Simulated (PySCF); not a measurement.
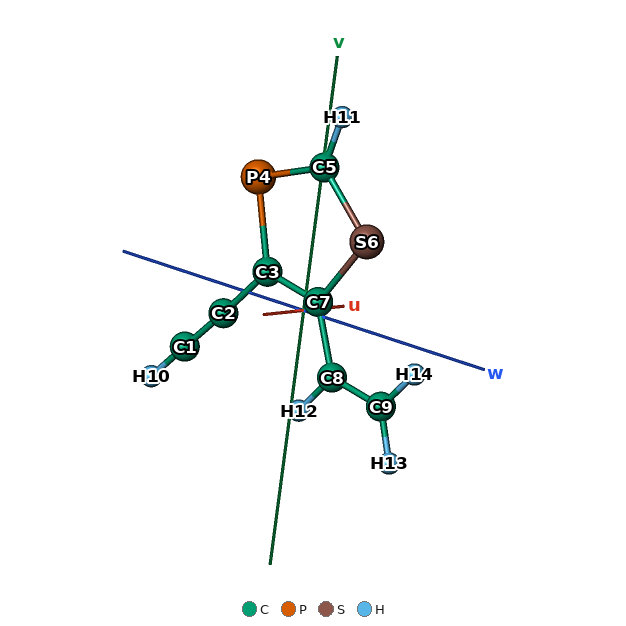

The lines u, v and w are the principal axes of the static dipole polarisability. Computed geometry: GFN2-xTB optimisation. No frequency run is at hand to confirm it as a minimum. Computed with ωB97X-D/def2-SVPD (PySCF 2.14.0).

Question. Along which axis is the molecule most polarisable, and along which least?

Answer. Most along w (in the molecular plane, at 43° to the long direction P4···C9), least along u (normal to the molecular plane).

Question. Give the three principal values.

Answer. u 72.1, v 145.8, w 169.5 bohr³; mean 129.1, anisotropy 87.9 bohr³.

The geometry is semi-empirical. Around P such bond lengths and angles can be off by a tenth of an ångström or more and by several degrees, and values that hang on the shape move with them.
